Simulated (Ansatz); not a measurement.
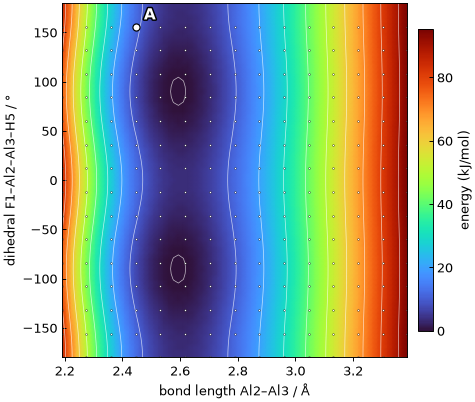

Al2FH3, SMILES [F][AlH][AlH2]. Coordinates scanned: (1) bond length Al2–Al3; (2) dihedral F1–Al2–Al3–H5. Nothing is relaxed (all other coordinates rigid). The scan uses a 15 × 15 grid; 120 points were computed and 105 follow by symmetry. Points are written as (first, second). Energies: kJ/mol, counted from the lowest grid point. The calculation used RKS PBE0-D4/def2-TZVP in Ansatz.

Drawn: a smooth colour map with a few white contour lines, dots at the grid points, the point A. Between grid points the surface is interpolated.

Which way does the force act at A, and how strong is it?

A, at (2.446 Å, 156°), is not a stationary point. The computed force is 124 kJ/mol for each Å towards larger values of bond length Al2–Al3 and 0.068 kJ/mol for each degree towards smaller values of dihedral F1–Al2–Al3–H5.
